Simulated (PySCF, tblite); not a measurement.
# C3H6AlNO2: geometry, infrared bands and NMR shifts

Aim: predict the infrared bands and NMR shifts of C3H6AlNO2 (`O=COCC#[N+][AlH3-]`).

Programs: tblite 0.8.0 and PySCF 2.14.0, with density-fitted response routines of our own. Each step states its level of theory. These are calculated values for one molecule in the gas phase, unless marked as measured. Atoms are numbered from 0 throughout.

## (1) The molecule as given

13 atoms, charge 0, multiplicity 1; geometry from: force field or distance geometry start.

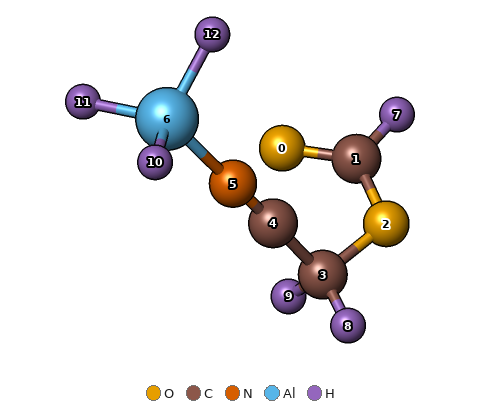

The starting geometry (oxygen amber, carbon brown, nitrogen orange, aluminium blue, hydrogen purple), atoms numbered.

## (2) Optimising the geometry with GFN2-xTB

Job settings and geometry (Å):

```
{"job": {"kind": "relax", "xc": "GFN2-xTB", "basis": "xTB"}, "charge": 0, "multiplicity": 1}
O      1.783700     0.929100     0.438800
C      2.365300    -0.186200     0.529000
O      2.115600    -1.229300    -0.375500
C      1.141500    -0.859100    -1.379800
C     -0.102800    -0.532500    -0.646200
N     -1.077400    -0.256600    -0.085100
Al    -2.643400     0.221600     0.826400
H      3.083400    -0.307000     1.351900
H      0.969900    -1.698200    -2.082600
H      1.533400     0.014200    -1.914300
H     -3.856100    -0.576800     0.182000
H     -2.901900     1.793000     0.771100
H     -2.415400    -0.172900     2.366700
```

The run is started by

```console
$ OMP_NUM_THREADS=1 python probes_run.py task.json out
```

One launch serves the whole session: the jobs run in the order shown.

The program printed:

```text
step      E/eV     max force
  0    -586.13136    4.588
  1    -586.38117    5.379
  2    -586.64319    2.090
  3    -586.68876    3.596
  4    -586.82632    1.291
  5    -586.87212    0.840
  6    -586.89821    0.491
  7    -586.91398    0.379
  8    -586.93078    0.352
  9    -586.94106    0.240
 10    -586.94697    0.226
 11    -586.95297    0.215
 12    -586.96233    0.343
 13    -586.97286    0.365
 14    -586.98110    0.231
 15    -586.98547    0.191
 16    -586.98799    0.176
 17    -586.98969    0.140
 18    -586.99085    0.108
 19    -586.99166    0.078
 20    -586.99225    0.088
 21    -586.99269    0.076
 22    -586.99303    0.056
 23    -586.99335    0.049
 24    -586.99368    0.051
 25    -586.99402    0.058
 26    -586.99434    0.043
 27    -586.99464    0.047
 28    -586.99489    0.044
 29    -586.99512    0.041
 30    -586.99532    0.040
 31    -586.99553    0.040
 32    -586.99577    0.041
 33    -586.99611    0.061
 34    -586.99659    0.074
 35    -586.99717    0.072
 36    -586.99770    0.062
 37    -586.99806    0.052
 38    -586.99833    0.042
 39    -586.99858    0.045
 40    -586.99889    0.069
 41    -586.99924    0.074
 42    -586.99963    0.055
 43    -587.00005    0.050
 44    -587.00050    0.060
 45    -587.00098    0.083
 46    -587.00138    0.074
 47    -587.00167    0.042
 48    -587.00188    0.054
 49    -587.00213    0.070
 50    -587.00256    0.085
 51    -587.00333    0.091
 52    -587.00443    0.112
 53    -587.00555    0.101
 54    -587.00631    0.065
 55    -587.00677    0.062
 56    -587.00741    0.083
 57    -587.00836    0.266
 58    -587.00915    0.329
 59    -587.01148    0.113
 60    -587.01456    0.154
 61    -587.01641    0.541
 62    -587.01907    0.125
 63    -587.02065    0.107
 64    -587.02077    0.728
 65    -587.02428    0.068
 66    -587.02505    0.109
 67    -587.02651    0.346
 68    -587.02732    0.193
 69    -587.02845    0.083
 70    -587.02936    0.088
 71    -587.03074    0.129
 72    -587.03151    0.089
 73    -587.03204    0.074
 74    -587.03245    0.118
 75    -587.03293    0.070
 76    -587.03353    0.067
 77    -587.03377    0.083
 78    -587.03391    0.204
 79    -587.03426    0.116
 80    -587.03468    0.057
 81    -587.03509    0.061
 82    -587.03547    0.062
 83    -587.03580    0.053
 84    -587.03608    0.039
 85    -587.03624    0.027
 86    -587.03630    0.022
 87    -587.03634    0.018
 88    -587.03640    0.034
 89    -587.03646    0.049
 90    -587.03652    0.038
 91    -587.03654    0.019
 92    -587.03656    0.013
 93    -587.03658    0.021
 94    -587.03660    0.032
 95    -587.03663    0.032
 96    -587.03667    0.023
 97    -587.03672    0.021
 98    -587.03679    0.036
 99    -587.03687    0.055
100    -587.03696    0.055
101    -587.03705    0.035
102    -587.03715    0.034
103    -587.03723    0.031
104    -587.03729    0.036
105    -587.03735    0.024
106    -587.03742    0.023
107    -587.03753    0.036
108    -587.03775    0.064
109    -587.03814    0.117
110    -587.03860    0.091
111    -587.03901    0.084
112    -587.03927    0.077
113    -587.03938    0.055
114    -587.03944    0.023
115    -587.03951    0.018
116    -587.03961    0.027
117    -587.03973    0.033
118    -587.03983    0.025
119    -587.03988    0.097
120    -587.03991    0.022
121    -587.03993    0.027
122    -587.03995    0.032
123    -587.04001    0.028
124    -587.04004    0.031
125    -587.04006    0.020
126    -587.04007    0.008
```

Run time: 0.59 s. Hardware: 1 thread of Arm Neoverse V2, shared host.

Along the way: (not every step is listed)

```csv
step,energy from step 0 (eV),largest force (eV/Å)
0,0.0000,4.5884
1,-0.2498,5.3793
2,-0.5118,2.0902
3,-0.5574,3.5965
4,-0.6950,1.2913
5,-0.7408,0.8405
6,-0.7668,0.4912
7,-0.7826,0.3794
8,-0.7994,0.3524
19,-0.8603,0.0778
30,-0.8640,0.0396
41,-0.8679,0.0743
52,-0.8731,0.1125
63,-0.8893,0.1071
74,-0.9011,0.1179
85,-0.9049,0.0266
96,-0.9053,0.0233
107,-0.9062,0.0363
118,-0.9085,0.0251
121,-0.9086,0.0272
122,-0.9086,0.0321
123,-0.9087,0.0279
124,-0.9087,0.0305
125,-0.9087,0.0202
126,-0.9087,0.0079
```

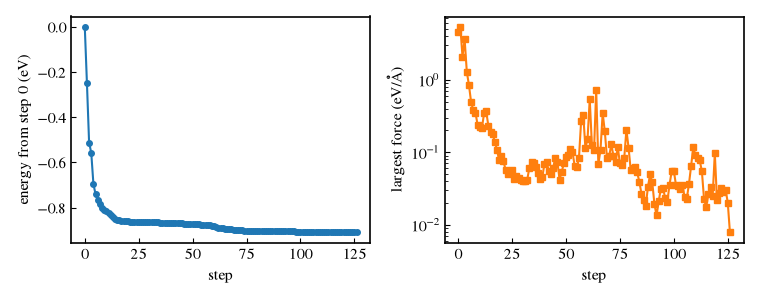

Energy and force, step by step.

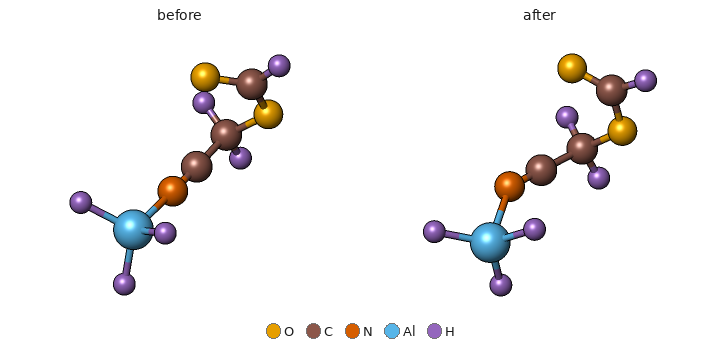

Before and after, at one scale.

Distances of close pairs at the start and the end, largest changes first:

```csv
bond,before (Å),after (Å),change (Å)
N5–Al6,1.874,2.003,+0.129
O0–C1,1.261,1.190,-0.071
C1–O2,1.403,1.335,-0.068
Al6–H11,1.593,1.555,-0.038
C3–C4,1.481,1.444,-0.037
Al6–H12,1.606,1.574,-0.033
O2–C3,1.447,1.425,-0.022
Al6–H10,1.589,1.574,-0.014
```

The final coordinates are the input of the step that follows.

## (3) Vibrational analysis with GFN2-xTB

Job settings and geometry (Å):

```
{"job": {"kind": "ir", "xc": "GFN2-xTB", "basis": "xTB"}, "charge": 0, "multiplicity": 1}
O      2.317421     0.974976     0.228141
C      2.446780    -0.176118     0.501849
O      1.842272    -1.190294    -0.120804
C      0.968109    -0.832160    -1.187891
C     -0.205210    -0.150537    -0.695513
N     -1.117690     0.391752    -0.264963
Al    -2.763320     0.209242     0.862963
H      3.087634    -0.587303     1.294577
H      0.673923    -1.768400    -1.672550
H      1.486141    -0.172336    -1.900120
H     -3.368516    -0.906531    -0.068457
H     -3.428476     1.614761     0.886310
H     -1.943456    -0.267812     2.118730
```

The program printed:

```text
mode    cm-1     km/mol
  1     -14.3      2.16
  2       5.4      1.66
  3      57.8      0.36
  4      69.7      1.57
  5     164.7      0.88
  6     256.4     18.76
  7     285.6     10.12
  8     306.7     12.72
  9     337.5      9.82
 10     357.3     21.93
 11     365.1      9.22
 12     565.6     10.96
 13     741.6    225.59
 14     752.5    423.59
 15     767.4    506.62
 16     774.3    265.48
 17     917.2     14.57
 18     935.3      3.14
 19     954.9      8.93
 20     999.8     17.54
 21    1103.4    184.18
 22    1168.0     25.45
 23    1264.7     10.72
 24    1313.7     28.08
 25    1349.6     24.07
 26    1651.8    405.93
 27    1654.7    160.70
 28    1737.5    321.32
 29    1800.1    408.16
 30    2356.6     76.29
 31    2880.1     41.53
 32    2889.0      7.09
 33    2959.3      6.38
```

Run time: 0.29 s. Hardware: 1 thread of Arm Neoverse V2, shared host.

Which atoms move in the most intense modes:

```csv
cm⁻¹,km/mol,atoms
742,225.6,"O2 23 %, O0 15 %, C1 15 %"
752,423.6,"H10 31 %, H12 30 %, H11 12 %"
767,506.6,"H12 46 %, H10 35 %"
774,265.5,"H11 61 %, H10 21 %, H12 12 %"
1103,184.2,"O2 42 %, C1 33 %, C3 14 %"
1652,405.9,"H10 75 %, H12 20 %"
1738,321.3,H11 96 %
1800,408.2,"C1 58 %, O0 40 %"
```

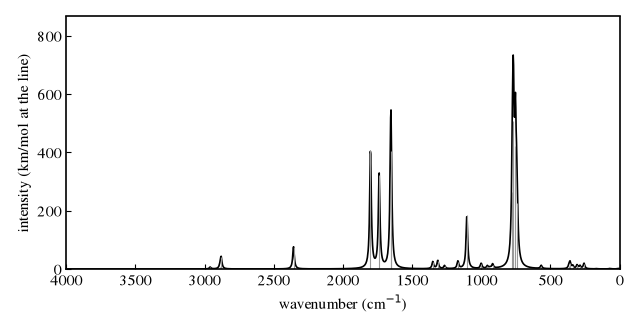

The infrared spectrum from these modes, unscaled. Lines are broadened to a width of 14 cm⁻¹ (Lorentzian).

## (4) Shielding tensors: PBE0/pcSseg-1

The job, as its differences from that of step 3:

```diff
@@ -1,2 +1,2 @@
-{"job": {"kind": "ir", "xc": "GFN2-xTB", "basis": "xTB"}, "charge": 0, "multiplicity": 1}
+{"job": {"kind": "nmr", "xc": "PBE0", "basis": "pcSseg-1"}, "charge": 0, "multiplicity": 1}
 O      2.317421     0.974976     0.228141
```

Level: GIAO PBE0/pcSseg-1 NMR shielding, non-relativistic, gas phase.

The program printed:

```text
coarse grid: 11840 points
cycle   1  E = -564.7578644723  dE =  1.021e+00  |g| = 9.175e-01  |ddm| = 3.222e+00
cycle   2  E = -564.2482517421  dE =  5.096e-01  |g| = 1.858e+00  |ddm| = 1.657e+00
cycle   3  E = -564.9170281094  dE = -6.688e-01  |g| = 2.787e-01  |ddm| = 1.196e+00
cycle   4  E = -564.9296908299  dE = -1.266e-02  |g| = 1.038e-01  |ddm| = 2.068e-01
cycle   5  E = -564.9316083622  dE = -1.918e-03  |g| = 2.038e-02  |ddm| = 6.019e-02
cycle   6  E = -564.9316555623  dE = -4.720e-05  |g| = 1.359e-02  |ddm| = 1.782e-02
cycle   7  E = -564.9316914445  dE = -3.588e-05  |g| = 2.184e-03  |ddm| = 7.680e-03
cycle   8  E = -564.9316923871  dE = -9.425e-07  |g| = 5.408e-04  |ddm| = 1.763e-03
final grid: 111160 points
cycle   9  E = -564.9923494317  dE = -1.317e-05  |g| = 1.136e-02  |ddm| = 2.191e-02
cycle  10  E = -564.9923202496  dE =  2.918e-05  |g| = 1.731e-02  |ddm| = 1.420e-02
cycle  11  E = -564.9923712461  dE = -5.100e-05  |g| = 1.630e-03  |ddm| = 8.834e-03
cycle  12  E = -564.9923717127  dE = -4.666e-07  |g| = 3.859e-04  |ddm| = 1.031e-03
cycle  13  E = -564.9923717382  dE = -2.553e-08  |g| = 1.017e-04  |ddm| = 2.886e-04
cycle  14  E = -564.9923717402  dE = -2.000e-09  |g| = 3.602e-05  |ddm| = 8.649e-05
cycle  15  E = -564.9923717404  dE = -1.857e-10  |g| = 2.163e-05  |ddm| = 3.103e-05
converged SCF energy = -564.9923717404

GIAO shielding tensors (ppm)
atom      isotropic    diamagn.    paramagn.     s11        s22        s33       span
  0 O     -124.223     402.860    -527.082   -403.573   -267.798    298.703    702.276
  1 C       21.898     247.792    -225.894    -85.749     72.688     78.756    164.505
  2 O      142.447     398.402    -255.954    -29.410    217.416    239.336    268.745
  3 C      137.944     246.384    -108.440    114.063    131.783    167.985     53.922
  4 C       58.871     270.046    -211.175    -51.594    -42.769    270.975    322.569
  5 N        6.006     336.538    -330.532   -145.637   -127.331    290.986    436.622
  6 Al     433.347     795.666    -362.320    415.070    435.713    449.256     34.186
  7 H       23.534      26.018      -2.483     19.360     23.466     27.777      8.417
  8 H       26.918      27.166      -0.247     22.629     26.275     31.851      9.222
  9 H       26.465      27.816      -1.351     23.002     25.117     31.277      8.275
 10 H       27.394      29.706      -2.312     24.293     27.072     30.817      6.524
 11 H       27.995      29.879      -1.884     25.026     26.445     32.513      7.487
 12 H       27.389      30.737      -3.348     24.119     27.616     30.432      6.313
```

Wall time 17 s (1 thread of Arm Neoverse V2, shared host); peak memory 0.71 GiB.

The references, computed at this level on geometries of the same kind, shield at (ppm): 1H TMS 31.72, 13C TMS 186.9, 15N NH3 267.7, 17O H2O 336.1, 27Al AlH4- 490.0. Their shielding less the atom's gives the shift. The references are single molecules in the gas phase, so shifts against H2O, NH3, PH3, H3PO4 or CFCl3 are not on the usual liquid scales and can be off by tens of ppm. Shifts against hydride references such as AlH4− lie on their own scale. Atoms listed in one row are averaged.

```csv
atoms,environment,σ (ppm),δ (ppm)
C1,ester carbonyl carbon,21.9,165.0
C4,nitrilium-type carbon,58.9,128.1
C3,"sp3 CH2 bonded to O, α to a nitrile",137.9,49.0
H7,hydrogen on an ester carbonyl carbon,23.53,8.18
"H8, H9","hydrogen on an sp3 CH2 bonded to O, α to a nitrile",26.69,5.03
"H10, H11, H12",hydrogen on an aluminium bonded to N,27.59,4.12
O0,ester carbonyl oxygen,-124.2,460.3
O2,ester alkoxy oxygen,142.4,193.6
N5,donor nitrogen of a Lewis adduct,6.0,261.7
Al6,"aluminium bonded to N, 3 H",433.3,56.6
```

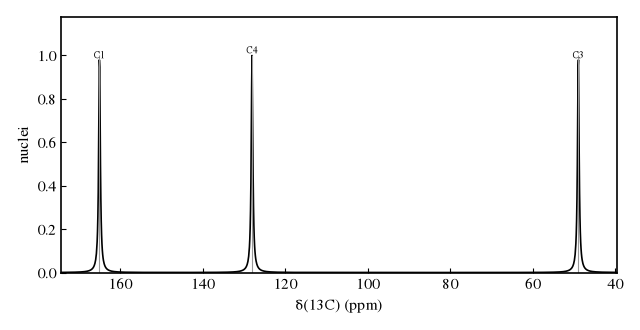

13C lines at the computed shifts, without couplings. Lines are broadened to a width of 0.46 ppm (Lorentzian).

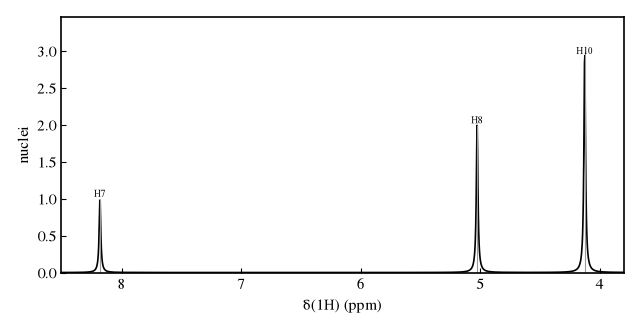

1H lines at the computed shifts, without couplings. Lines are broadened to a width of 0.02 ppm (Lorentzian).

Charges from the same density, by scheme (e):

```csv
atoms,Mulliken,IAO,Hirshfeld,ESP fit
O0,-0.38,-0.42,-0.23,-0.48
C1,0.44,0.40,0.19,0.63
O2,-0.43,-0.32,-0.09,-0.36
C3,0.12,-0.10,0.05,-0.01
C4,0.30,0.24,0.18,0.33
N5,-0.42,-0.14,-0.06,-0.25
Al6,0.65,0.45,0.29,0.74
```

Mulliken charges:

O0 -0.38; C1 0.44; O2 -0.43; C3 0.12; C4 0.30; N5 -0.42; Al6 0.65; H7 0.13; H8 0.20; H9 0.19; H10 -0.28; H11 -0.26; H12 -0.27

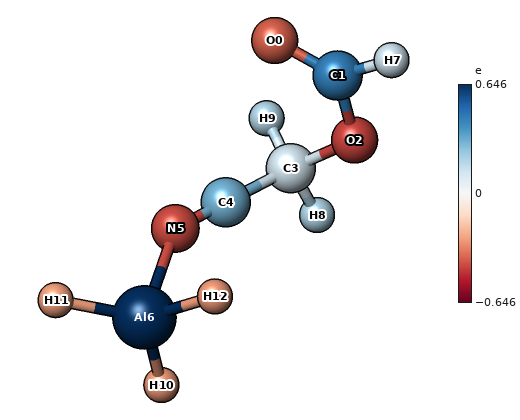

Mulliken charges, as colours on the atoms.

Mayer bond orders: O0–C1 1.98, C1–O2 1.08, O2–C3 0.88, C3–C4 1.03, C4–N5 2.67, N5–Al6 0.35.

## (5) Summary of results

```
                                                              quantity                   value
                             strongest single infrared mode (GFN2-xTB)    767 cm⁻¹, 507 km/mol
                                          zero-point energy (GFN2-xTB)           48.2 kcal/mol
                                13C shifts against TMS (PBE0/pcSseg-1)  165.0, 128.1, 49.0 ppm
1H shifts against TMS (PBE0/pcSseg-1, means over atoms taken as alike)    8.18, 5.03, 4.12 ppm
                                17O shifts against H2O (PBE0/pcSseg-1)        460.3, 193.6 ppm
                                15N shifts against NH3 (PBE0/pcSseg-1)               261.7 ppm
                             27Al shifts against AlH4- (PBE0/pcSseg-1)                56.6 ppm
```

In words: The optimisation took 126 steps and gained 0.909 eV; among the close pairs (by a distance rule), N5–Al6 changed most, from 1.874 to 2.003 Å. The lowest mode is slightly imaginary (14i cm⁻¹), a soft motion within the noise of the Hessian, so the minimum is not strictly shown. The strongest single mode, at 767 cm⁻¹, moves mainly H12 and H10. GFN2-xTB is a fitted tight-binding method: band positions and strengths are rough. Its intensities can rank the bands wrongly. At PBE0/pcSseg-1: The largest span, 702 ppm, is at O0, where the paramagnetic term is -527 ppm.
